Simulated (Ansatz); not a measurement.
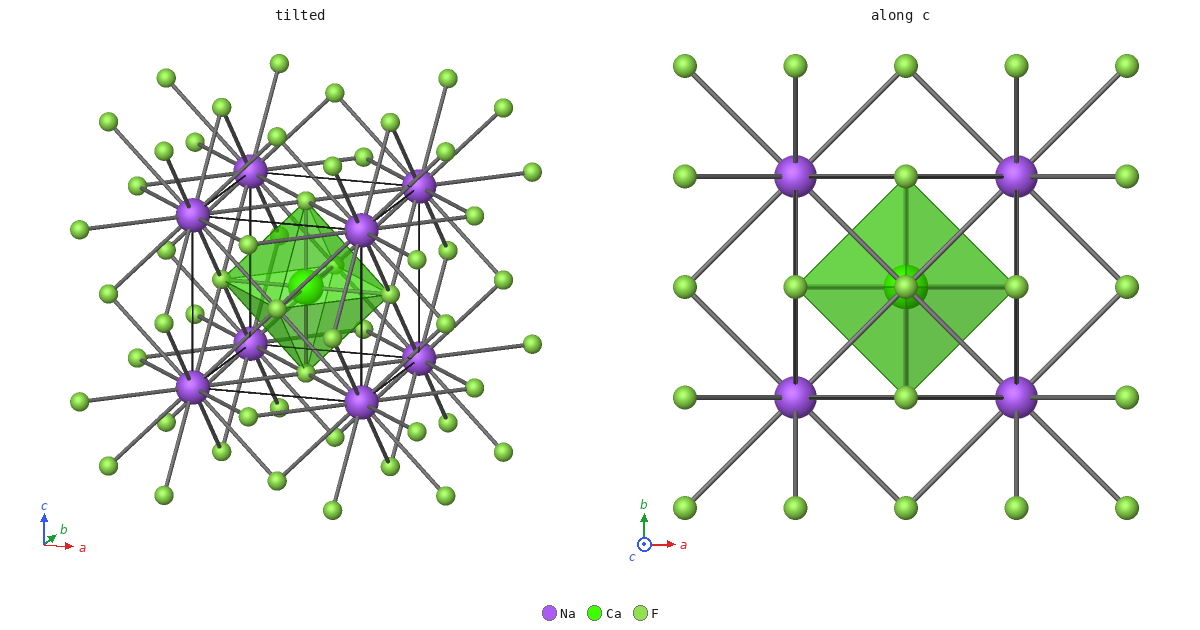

Shown here is a polyhedral view of the crystal, taken slightly off an axis and along the c axis. Lines trace the edges of the conventional unit cell. A few atoms beyond the faces are included.

NaCaF₃, cubic perovskite with the larger cation on the octahedral site (an inverted filling), space group Pm-3m (No. 221), a = 4.381 Å, b = 4.381 Å, c = 4.381 Å, α = 90.00°, β = 90.00°, γ = 90.00°. The initial geometry was a structure type filled with these elements by a generator (whether the compound takes this form wasn't checked). Earlier steps of the study may have refined or changed the cell and positions. An electronic-structure calculation with Ansatz was run on it.

This one geometry was computed with Ansatz (DFT, plane waves, PAW) at three levels of theory: HSE06, PBE and r2SCAN. It was relaxed beforehand with r2SCAN.

**Which level gives the highest pressure at this volume, and what does that say about its equilibrium volume?**

Highest: PBE (1.8 GPa), which points to the largest equilibrium volume. Lowest, with the smallest volume: r2SCAN (0.0 GPa). Levels within 0.5 GPa of each other can't be told apart.

**How does the band gap change with the level of theory?**

PBE: a gap of 5.10 eV, indirect; r2SCAN: a gap of 5.93 eV, indirect; HSE06: a gap of 7.10 eV, indirect.

**Collect the results in a table.**

| level | cutoff (eV) | k-mesh of the run's cell | gap (eV) | pressure (GPa) |
| --- | --- | --- | --- | --- |
| HSE06 | 420 | 4×4×4 | 7.10 | 0.8 |
| PBE | 420 | 6×6×6 | 5.10 | 1.8 |
| r2SCAN | 500 | 6×6×6 | 5.93 | 0.0 |

Gaps are taken on the k-mesh or band path of each run.
